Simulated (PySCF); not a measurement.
Mo(O)3, MoO3, SMILES [O]=[Mo](=[O])=[O] at its B3LYP/def2-SVP optimised geometry (Å):

```
4

Mo    -0.5576    -0.7993     0.0000
O     -1.1458     0.7993     0.0000
O      1.1458    -0.7993     0.0000
O     -1.1460    -1.6437     1.3575
```

Level of theory: B3LYP/def2-TZVP, def2 effective core potentials past Kr run with PySCF. The core electrons that the potentials of Mo replace are not part of the density. Cells within 0.4 Å of a nucleus heavier than hydrogen are left out (blank, or x).

Map of the log10 of the electron density (e/bohr³), floored at −4 on the plane z = 0.0 Å:

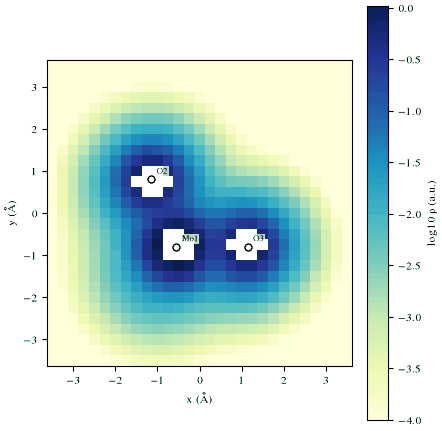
*Log10 of the electron density (e/bohr³), floored at −4 on the plane z = 0.0 Å.*
